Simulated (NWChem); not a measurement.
**C2H4OS (thioacetic acid) at 6 levels**

Wanted: a comparison of 6 runs (HF/3-21G, HF/def2-SVP, PBE0/STO-3G, PBE0/def2-SVP, SVWN5/6-31G**, MP2/def2-SVP) of C2H4OS (thioacetic acid). 

The calculation is run with NWChem 7.3.0.

2 further runs of the same task are left out: 2 set aside as unsound or not needed. Runs told in other sessions of the task aren't counted.

## (1) Starting point

The species is C2H4OS (8 atoms), meant as a singlet with charge 0. As SMILES, `CC(=O)S`. The shape is that of a PBE0-D4/def2-TZVP optimisation. This is one conformer, not always the lowest.

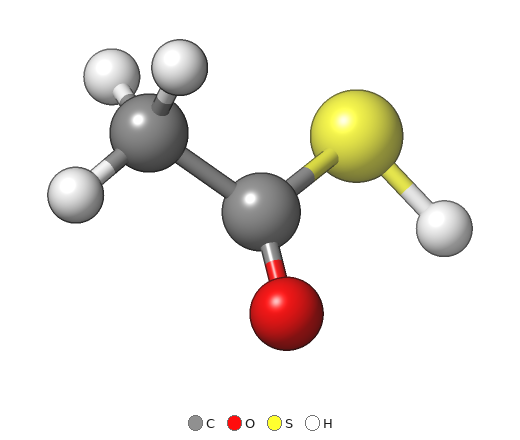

Viewed from a chosen angle; carbon grey, oxygen red, sulfur yellow, hydrogen white.

## (2) Energy and forces at HF/3-21G (run 1)

Input file c2h4os.xyz:

```xyz
8
C2H4OS gradient
C      0.009370     1.055190    -0.001860
C      0.278630    -0.411990    -0.177640
O      1.155120    -0.860900    -0.857880
S     -0.880520    -1.440710     0.717560
H      0.927940     1.610960    -0.185020
H     -0.384160     1.280630     0.989940
H     -0.737970     1.359090    -0.739990
H     -0.368420    -2.592290     0.254890
```

Input file run.py:

```python
from ase.io import read
from ase.calculators.nwchem import NWChem

mol = read('c2h4os.xyz')

calc = NWChem(
    label='c2h4os',
    theory='scf',
    memory='2200 mb',
    basis='3-21G',
    basispar='spherical bse',
    scf={'nopen': '0', 'rhf': None, 'thresh': '1e-08', 'maxiter': '80'},
)
mol.calc = calc

forces = mol.get_forces()
print("Total energy (eV):", round(mol.get_potential_energy(), 6))
print("forces (eV/A):")
for s, f in zip(mol.symbols, forces):
    print(f"{s:2s} {f[0]:10.5f} {f[1]:10.5f} {f[2]:10.5f}")
print("dipole (e A):", mol.get_dipole_moment().round(4))
```

Launch:

```sh
$ export ASE_NWCHEM_COMMAND="nwchem PREFIX.nwi > PREFIX.nwo"
$ python run.py
```

Log:

```text
Total energy (eV): -14901.434934
forces (eV/A):
C    -0.12809    0.43961    0.08361
C     0.62365    1.20657   -0.42608
O     0.25392   -0.31028   -0.18676
S    -0.77128   -0.80152    0.57217
H    -0.27809   -0.14537    0.04787
H     0.17021   -0.05476   -0.32499
H     0.19602   -0.03255    0.18774
H    -0.06639   -0.30169    0.04643
dipole (e A): [-0.1792  0.263   0.0999]
```

The calculator wrote c2h4os.nwi:

```
title "c2h4os"

permanent_dir c2h4os

scratch_dir c2h4os

start c2h4os

geometry units angstrom nocenter noautosym noautoz
  C  9.3699999999999999e-03 1.0551900000000001e+00 -1.8600000000000001e-03
  C  2.7862999999999999e-01 -4.1199000000000002e-01 -1.7763999999999999e-01
  O  1.1551199999999999e+00 -8.6090000000000000e-01 -8.5787999999999998e-01
  S  -8.8051999999999997e-01 -1.4407099999999999e+00 7.1755999999999998e-01
  H  9.2793999999999999e-01 1.6109599999999999e+00 -1.8501999999999999e-01
  H  -3.8416000000000000e-01 1.2806299999999999e+00 9.8994000000000004e-01
  H  -7.3797000000000001e-01 1.3590899999999999e+00 -7.3999000000000004e-01
  H  -3.6842000000000003e-01 -2.5922900000000002e+00 2.5489000000000001e-01
end

memory 2200 mb

basis spherical bse noprint
   * library 3-21G
end

scf
  nopen 0
  rhf
  thresh 1e-08
  maxiter 80
end

task scf gradient
```

c2h4os.nwo:

```text
Northwest Computational Chemistry Package (NWChem) 7.3.0
             --------------------------------------------------------

           Job information
           ---------------

    nwchem branch   = 7.3.0
    use scalapack   = T
    input           = c2h4os.nwi
    prefix          = c2h4os.
    data base       = c2h4os/c2h4os.db
    status          = startup
    nproc           =        1

           Memory information
           ------------------

[... 5 lines left out ...]
    hardfail = no
[... 135 lines left out ...]
         Quadratically convergent ROHF
[... 15 lines left out ...]
       Final RHF  results
[... 4 lines left out ...]
      Two-electron energy =    358.374105363135
[... 39 lines left out ...]
                       ROHF Final Molecular Orbital Analysis
[... 227 lines left out ...]
                 ----------------------------------------
                 |  Time  |  1-e(secs)   |  2-e(secs)   |
                 ----------------------------------------
                 |  CPU   |       0.00   |       0.28   |
                 ----------------------------------------
                 |  WALL  |       0.00   |       0.28   |
                 ----------------------------------------

 Task  times  cpu:        1.6s     wall:        1.6s
 Total times  cpu:        1.6s     wall:        1.6s
```

It took 2.5 s on 1 thread of Intel Xeon 6975P-C (Granite Rapids), shared host; peak memory 0.096 GiB.

## (3) Energy and forces at HF/def2-SVP (run 2)

Input file c2h4os.nw:

```
start c2h4os
title "C2H4OS hf"
memory total 2200 mb

geometry units angstrom noautosym nocenter noautoz
 C     0.009370    1.055190   -0.001860
 C     0.278630   -0.411990   -0.177640
 O     1.155120   -0.860900   -0.857880
 S    -0.880520   -1.440710    0.717560
 H     0.927940    1.610960   -0.185020
 H    -0.384160    1.280630    0.989940
 H    -0.737970    1.359090   -0.739990
 H    -0.368420   -2.592290    0.254890
end

basis spherical bse
 C library def2-SVP
 O library def2-SVP
 S library def2-SVP
 H library def2-SVP
end

scf
 thresh 1e-08
 maxiter 80
 noprint "final vectors analysis"
end

task scf gradient
```

Launch:

```sh
$ nwchem c2h4os.nw > c2h4os.out
```

Log:

```text
[...]
  functions       =    80
[...]
  wavefunction    = RHF
[...]
         Total SCF energy =   -550.217194019428
      One-electron energy =  -1063.549567969514
      Two-electron energy =    359.132226462812
 Nuclear repulsion energy =    154.200147487275
        Time for solution =      5.8s
[...]
                         RHF ENERGY GRADIENTS
    atom               coordinates                        gradient
                 x          y          z           x          y          z
   1 C       0.017707   1.994020  -0.003515   -0.000461  -0.004729   0.001614
   2 C       0.526534  -0.778548  -0.335691   -0.021945   0.012703   0.015954
   3 O       2.182860  -1.626865  -1.621158    0.026045  -0.012440  -0.020066
   4 S      -1.663942  -2.722547   1.355992   -0.005749   0.006499   0.005373
   5 H       1.753552   3.044273  -0.349637    0.000835   0.000284  -0.000286
   6 H      -0.725957   2.420040   1.870715   -0.001265   0.000269   0.001042
   7 H      -1.394561   2.568308  -1.398378   -0.000808   0.000419  -0.000689
   8 H      -0.696213  -4.898718   0.481672    0.003349  -0.003005  -0.002941
[...]
```

Run time: 8.1 s. Hardware: 1 thread of Intel Xeon 6975P-C (Granite Rapids), shared host; peak memory 0.099 GiB.

## (4) Energy and gradient at PBE0/STO-3G (run 3)

Input file c2h4os.nw:

```
start c2h4os
title "C2H4OS"
memory total 2200 mb
charge 0
geometry units angstroms noautosym nocenter noautoz
C      0.009370     1.055190    -0.001860
C      0.278630    -0.411990    -0.177640
O      1.155120    -0.860900    -0.857880
S     -0.880520    -1.440710     0.717560
H      0.927940     1.610960    -0.185020
H     -0.384160     1.280630     0.989940
H     -0.737970     1.359090    -0.739990
H     -0.368420    -2.592290     0.254890
end
basis "ao basis" spherical bse
* library STO-3G
end
dft
xc pbe0
grid xfine
convergence energy 1e-08
maxiter 100
mulliken
print medium
end
task dft gradient
```

Launch:

```sh
$ nwchem c2h4os.nw > c2h4os.out
```

Log:

```text
[...]
          Wavefunction type:  closed shell.
          No. of atoms     :     8
          No. of electrons :    40
[...]
          Charge           :     0
          Spin multiplicity:     1
[...]
          AO basis - number of functions:    28
[...]
              XC Information
              --------------
                         PBE0 Method XC Functional
                     Hartree-Fock (Exact) Exchange  0.250
          PerdewBurkeErnzerhof Exchange Functional  0.750
            Perdew 1991 LDA Correlation Functional  1.000 local
           PerdewBurkeErnz. Correlation Functional  1.000 non-local
[...]
 d= 0,ls=0.0,diis     1   -545.1438591140 -6.99D+02  9.34D-02  1.17D+00     0.9
[...]
 d= 0,ls=0.0,diis    10   -545.3378051963 -1.95D-09  8.22D-07  8.60D-11     5.9
         Total DFT energy =     -545.337805196334
      One electron energy =    -1060.176396591467
           Coulomb energy =      407.136373536073
    Exchange-Corr. energy =      -46.497929628214
 Nuclear repulsion energy =      154.200147487275
[...]
      Total Density - Mulliken Population Analysis
     ---------------------------------------------
    Atom       Charge   Shell Charges
 -----------   ------   -------------------------------------------------------
    1 C    6     6.27   1.99  1.20  3.07
    2 C    6     5.92   1.99  1.16  2.77
    3 O    8     8.21   2.00  1.88  4.33
    4 S   16    15.91   2.00  2.00  5.95  1.87  4.08
    5 H    1     0.90   0.90
    6 H    1     0.91   0.91
    7 H    1     0.90   0.90
    8 H    1     0.99   0.99
[...]
  wavefunction    = closed shell
[...]
```

Wall time 7.8 s (1 thread of Intel Xeon 6975P-C (Granite Rapids), shared host); peak memory 0.13 GiB.

Runs 4 to 5 aren't shown in full; the table further down has their settings and results.

## (5) Energy and gradient at MP2/def2-SVP (run 6)

Input file c2h4os.nw:

```
start c2h4os
memory 2200 mb
geometry units angstrom noautosym nocenter noautoz
 C      0.009370     1.055190    -0.001860
 C      0.278630    -0.411990    -0.177640
 O      1.155120    -0.860900    -0.857880
 S     -0.880520    -1.440710     0.717560
 H      0.927940     1.610960    -0.185020
 H     -0.384160     1.280630     0.989940
 H     -0.737970     1.359090    -0.739990
 H     -0.368420    -2.592290     0.254890
end
basis spherical bse
 * library def2-SVP
end
scf
 singlet
 rhf
 thresh 1e-08
 maxiter 80
end
mp2
 freeze core 8
 tight
end
task mp2 gradient
```

Launch:

```sh
$ nwchem c2h4os.nw > c2h4os.out
```

Log:

```text
[...]
  functions       =    80
[...]
  wavefunction    = RHF
[...]
         Total SCF energy =   -550.217194019428
      One-electron energy =  -1063.549567969514
      Two-electron energy =    359.132226462812
 Nuclear repulsion energy =    154.200147487275
        Time for solution =      5.7s
[...]
          Total MP2 energy          -550.804622818104
[...]
                         mp2 ENERGY GRADIENTS
    atom               coordinates                        gradient
                 x          y          z           x          y          z
   1 C       0.017707   1.994020  -0.003515    0.002201  -0.001033   0.000401
   2 C       0.526534  -0.778548  -0.335691    0.010581  -0.002991  -0.010457
   3 O       2.182860  -1.626865  -1.621158   -0.016288   0.007355   0.013064
   4 S      -1.663942  -2.722547   1.355992    0.004044   0.002847  -0.002379
   5 H       1.753552   3.044273  -0.349637   -0.004442  -0.002396   0.000797
   6 H      -0.725957   2.420040   1.870715    0.001001  -0.001040  -0.004500
   7 H      -1.394561   2.568308  -1.398378    0.003064  -0.001439   0.003022
   8 H      -0.696213  -4.898718   0.481672   -0.000161  -0.001304   0.000049
[...]
```

Wall time 16 s (1 thread of Intel Xeon 6975P-C (Granite Rapids), shared host); peak memory 0.22 GiB.

## (6) The series

```tsv
run	level	iteration cap	module	energy (Eh)	dipole moment (D)	HOMO energy (eV)	LUMO energy (eV)	wall time
1	HF/3-21G	80	scf	-547.617638	1.60	-10.73	4.06	2.5 s
2	HF/def2-SVP	80	scf	-550.217194	1.97	–	–	8.1 s
3	PBE0/STO-3G	100	dft	-545.337805	0.92	-4.19	3.13	7.8 s
4	PBE0/def2-SVP	100	dft	-551.487002	1.59	-7.58	-0.40	24 s
5	SVWN5/6-31G** (spherical functions)	100	dft	-549.376437	1.41	-6.04	-1.56	16 s
6	MP2/def2-SVP	80	mp2	-550.804623	1.42	-10.66	3.89	16 s
```

## (7) What came out

```
                                                      quantity          value
                                           run 6: total energy  -550.80462 Eh
run 6: dipole moment (of the density that the program reports)         1.42 D
                    run 6: HOMO energy (Hartree–Fock orbitals)      -10.66 eV
                    run 6: LUMO energy (Hartree–Fock orbitals)        3.89 eV
                  run 6: HOMO–LUMO gap (Hartree–Fock orbitals)       14.56 eV
            run 6: correlation energy (8 core orbitals frozen)     -587.4 mEh
                               run 6: largest force on an atom     1.138 eV/Å
```

In words: The dipole moment (its size) runs from 0.92 D (PBE0/STO-3G) to 1.97 D (HF/def2-SVP). The two ends differ in method and basis. Over runs 1, 3, 4, 5 the HOMO–LUMO gap runs from 4.48 eV (SVWN5/6-31G**) to 14.78 eV (HF/3-21G). Totals of different functionals can't be ranked against each other. In run 3 the basis is minimal, so the values are rough. All runs together took 73 s, the longest 24 s.
